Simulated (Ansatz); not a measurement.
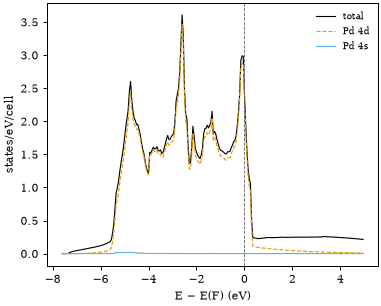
*Total and projected density of states of Pd (fcc (Cu type), Fm-3m), plane-wave PAW PBEsol (Ansatz code)*

**Question.** Which orbitals carry the states next to the Fermi level?

**Answer.** Within 0.5 eV of the Fermi level: Pd 4d 93 %, outside the projected shells 7 %. Projections are on Löwdin-orthogonalised atomic valence shells; empty p or d shells of many metals are not among them.

**Question.** Where is the tallest occupied peak in this window, and what makes it?

**Answer.** Near -2.6 eV, about 3.6 states/eV per cell; the largest projected share is Pd 4d.

The PBEsol relaxation kept the symmetry of its start. No spin polarisation was allowed. Scalar-relativistic: spin–orbit coupling is off unless named, which matters more the heavier the elements.

Potentials: the earlier of the program's two PAW sets. The files were generated under PBE; for other functionals the program regenerates the frozen cores, and for LDA and PBEsol the local potential too.
